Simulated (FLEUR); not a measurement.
Band structure of Ag (Fm-3m, 1 atom in the cell).

```yaml
crystal:
  lattice:
    - [0.00000, 2.04500, 2.04500]
    - [2.04500, 0.00000, 2.04500]
    - [2.04500, 2.04500, 0.00000]
  atoms:
    - { symbol: Ag, position: [0.00000, 0.00000, 0.00000] }
```

Level of theory: PBE, all-electron FLAPW (FLEUR), scalar-relativistic valence.

Settings: Kmax = 4.5 1/bohr; GmaxXC = 22.5 1/bohr; xcFunctional = pbe; jspins = 1; l_soc = F; mode = hist; fermiSmearingEnergy = 0.00367493 Htr; mesh (inpgen div1-3) = 14 14 14; inpgen gamma flag = true; Gmax = 22.5 1/bohr; numbands = 0; maxIterBroyd = 15; imix = Anderson; alpha = 0.05.

The starting cell has typed, rounded lattice constants, without a prior relaxation at this level. Values depend on the basis (sphere radii, cutoffs, local orbitals), which need not be converged.

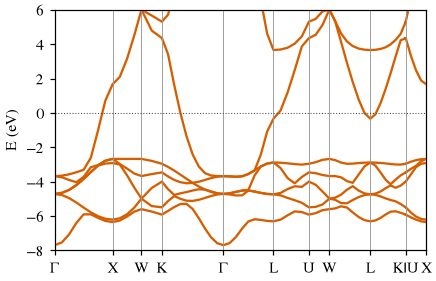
*Bands along the path, energies from the Fermi level.*

Levels in eV from the Fermi level, bands 6 to 13:
| point | 6 | 7 | 8 | 9 | 10 | 11 | 12 | 13 |
|---|---|---|---|---|---|---|---|---|
| Γ | -4.71 | -4.71 | -4.71 | -3.68 | -3.68 | 15.94 | 19.50 | 19.50 |
| X | -6.21 | -2.92 | -2.68 | -2.68 | 1.66 | 6.79 | 10.69 | 10.69 |
| W | -4.99 | -4.99 | -3.67 | -2.68 | 6.01 | 6.01 | 7.03 | 8.23 |
| K | -5.49 | -4.00 | -3.46 | -2.96 | 4.35 | 5.30 | 7.19 | 12.79 |
| L | -4.73 | -4.73 | -2.88 | -2.88 | -0.34 | 3.66 | 15.20 | 17.83 |
| U | -5.49 | -4.00 | -3.46 | -2.96 | 4.35 | 5.30 | 7.19 | 12.79 |
